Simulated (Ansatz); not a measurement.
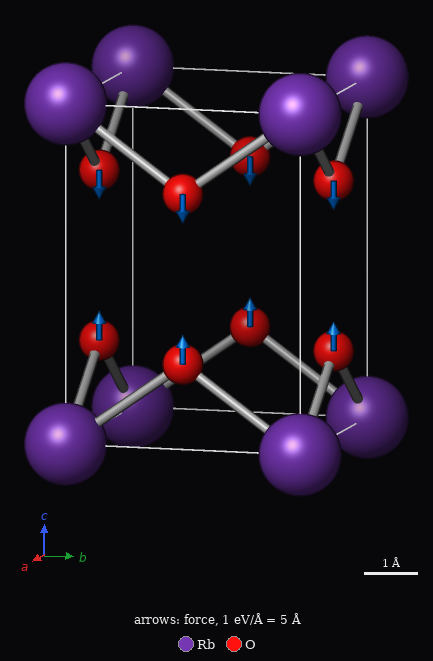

Starting geometry of solid RbO$_{4}$ (a generated structure, set up in P4/mmm) with the computed forces as blue arrows. Style: ball-and-stick. Shown: the cell of the calculation, slightly off an axis.

Computed with DFT PBE, scalar-relativistic, plane waves, PAW (Ansatz). Set-up: plane-wave cutoff 420 eV; k-point mesh 8 × 8 × 6; occupations gaussian; smearing width 0.1 eV; collinear spin; cell and atoms relaxed; force threshold 0.01 eV/Å; at most 80 steps.

Q: Is this structure relaxed? If not, where do the atoms go?

A: It isn't relaxed: the largest force vector, on O atoms, is 0.12 eV/Å. The atoms end up moving mostly along the starting forces (cosine between the two patterns 1.00). The largest moves relative to the cell, 0.56 Å, are those of O atoms. Rb stays in place. The volume changes by −18.2 %, with a = b 4.626 → 4.885 Å (+5.6 %), c 6.542 → 4.797 Å (−26.7 %). Among the contacts that change: O–O 3.271 → 1.273 Å, O–Rb 2.833 → 3.012 Å. New bonds form: O–O (3.27 → 1.27 Å). The space group stays P4/mmm (No. 123). After 16 accepted moves (21 points after the start) the energy has fallen by 10.097 eV per cell of the calculation. Largest force component: 0.12 eV/Å at the start, under 0.0001 eV/Å at the end. Pressure: −0.52 GPa at the start and 0.02 GPa at the end. The line search rejected the trial step at point 6 of the run. At 4 points the geometry stayed and the basis and grid were re-selected for the new cell (energy shift of 7.2 meV per cell of the calculation at most each time). The run took 8 min on 1 thread of Arm Neoverse V2, with other jobs on the host, peak memory 0.6 GiB.
